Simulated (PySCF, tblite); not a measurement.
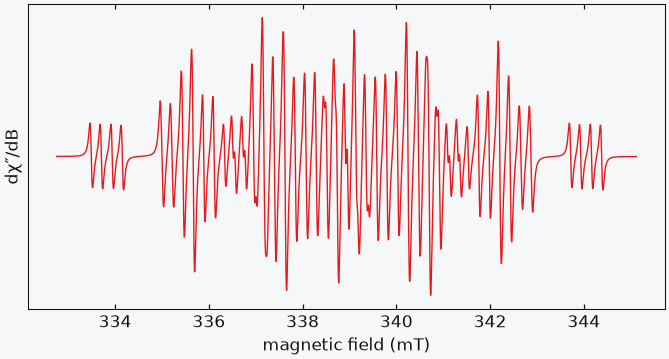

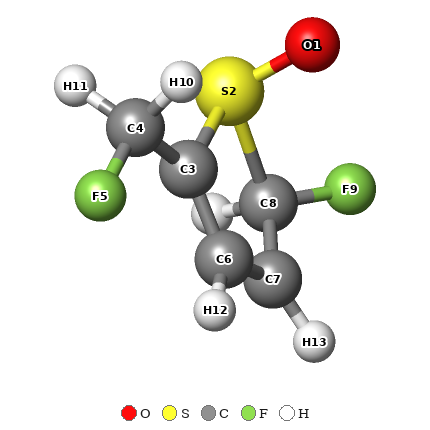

First-order isotropic EPR spectrum (fast tumbling, first derivative) of C₅H₅F₂OS, SMILES O=[S@@]1C(CF)=C[CH][C@@H]1F, doublet at 9.50 GHz, Lorentzian lines of 0.09 mT full width at half height, from computed g and hyperfine couplings (B3LYP/pcH-1, PySCF 2.14.0, at a GFN2-xTB geometry (a minimum by its frequencies), gas phase); values of one conformer, averaged over methyl-type rotors alone; other conformers aren't averaged in; no vibrational averaging; dilute isotopes left out. The SMILES is one Lewis form and needn't show where the spin sits.

Question: Which couplings does the calculation give? The spectrum shows the sizes of those above the line width, not their signs.

Answer:
```tsv
nuclei	isotope	a (mT)	a (MHz)
H10	¹H	3.08	86.2
H11	¹H	2.18	61.1
H14	¹H	1.96	54.8
H13	¹H	−1.52	−42.7
F9	¹⁹F	1.49	41.8
H12	¹H	0.45	12.6
F5	¹⁹F	0.21	5.9
```

Question: What is the g value, and how wide is the spectrum?

Answer: g_iso = 2.0026, which centres the spectrum at 338.9 mT; it spans 10.9 mT.

Caveats: the tight-binding geometry is rougher than a DFT one and adds to the error.
